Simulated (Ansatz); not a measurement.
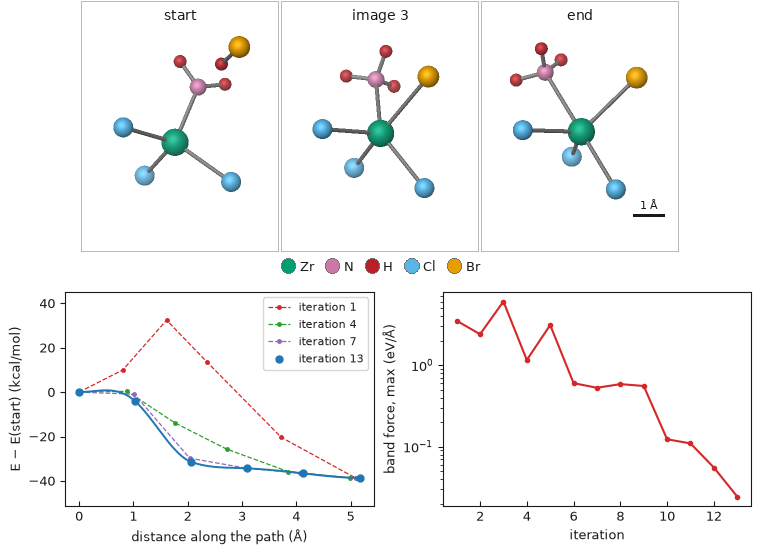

A search for the minimum-energy path of ZrNH3BrCl3 by the nudged elastic band. Images are numbered from 0 (start) to 5 (end). The plot follows the band through its iterations. Style: ball-and-stick. Shown from a free direction.

Computed with RKS PBE/def2-SVP (Ansatz). Set-up: 4 movable images; no climbing image; force threshold 0.05 eV/Å; iteration limit 60; starting path through a guess of the saddle point.

### How did the profile develop, and is the result final?

The run is converged, with reservations. The band converged in 13 iterations. The largest component of the band force went from 3.5 to 0.024 eV/Å. The first iteration put the highest image at 32.4 kcal/mol. No barrier shows: the energy is highest at the start, and the end lies 38.7 kcal/mol below the start.
